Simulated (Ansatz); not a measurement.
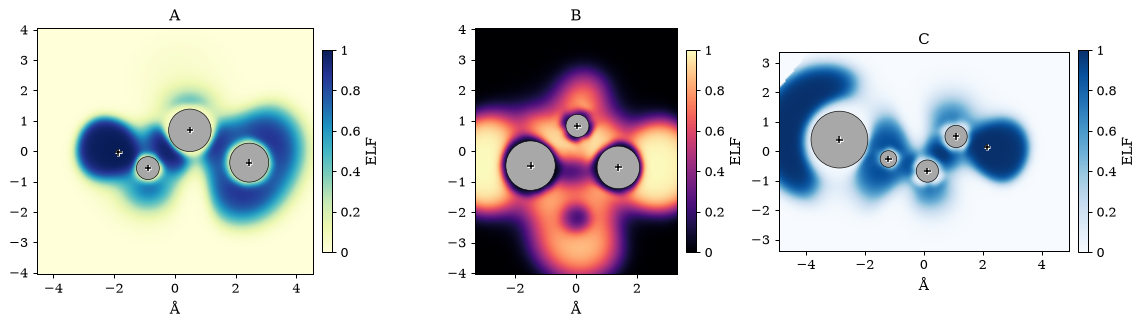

The electron localisation function of 3 systems, each on a plane through atoms (crosses mark nuclei in the plane; grey discs cover the cores).

Method: Ansatz 0.2.0, isolated molecule in a Gaussian basis; Kohn-Sham density functional theory, functional PBE0.

System 1: C2H5MgO (SMILES CC[O][Mg]) (doublet), the plane of atoms C2, C1 and H5. Geometry: B3LYP-D3(BJ)/def2-SVP.

```yaml
atoms:
  - { symbol: C, position_ang: [-1.2306, 0.7770, -0.4571] }
  - { symbol: C, position_ang: [-1.2181, 1.0978, 1.0358] }
  - { symbol: Mg, position_ang: [1.7306, 0.8449, 2.1733] }
  - { symbol: O, position_ang: [0.0481, 1.0024, 1.5850] }
  - { symbol: H, position_ang: [-2.2476, 0.8582, -0.8769] }
  - { symbol: H, position_ang: [-0.8644, -0.2479, -0.6343] }
  - { symbol: H, position_ang: [-0.5736, 1.4718, -1.0062] }
  - { symbol: H, position_ang: [-1.6314, 2.1185, 1.1845] }
  - { symbol: H, position_ang: [-1.9203, 0.4100, 1.5540] }
```

System 2: CH4Br2Si (SMILES C[SiH](Br)Br), the plane of atoms Si4, C1 and H5. Geometry: PBE0-D3(BJ)/def2-SVP.

```xyz
8

C     0.1143    1.5784   -0.7910
Br   -2.0386    0.2784   -2.9895
Br   -2.5917    0.2010    0.6013
Si   -1.0497    0.1453   -1.0012
H     0.8811    1.5606   -1.5807
H    -0.4364    2.5283   -0.8545
H     0.6092    1.5214    0.1907
H    -0.3817   -1.1793   -0.9268
```

System 3: CH2AlSeSi (doublet), the plane of atoms Al2, C1 and Si4. Geometry: B3LYP-D3(BJ)/def2-SVP.

```xyz
6

C    -1.3019    0.1596   -1.3994
Al   -0.4079   -1.6344   -1.6270
Se   -2.5365   -2.6070   -2.2161
Si   -3.0650   -0.5778   -1.2648
H    -1.1901    0.6187   -2.4030
H    -1.0186    0.9137   -0.6484
```

Match each panel to its system.

Panel A is system 2, CH4Br2Si: the plane holds C, Br, Si and H. C–Si (1.86 Å): the ELF peaks at about 0.95 between the atoms: a covalent bond. Panel B is system 3, CH2AlSeSi: the plane holds C, Al and Si. C–Si (1.92 Å): the ELF peaks at about 0.95 between the atoms: a covalent bond. Panel C is system 1, C2H5MgO: the plane holds C, Mg, O and H. C–O (1.38 Å): the ELF peaks at about 0.85 between the atoms (a shared but strongly polarised pair).
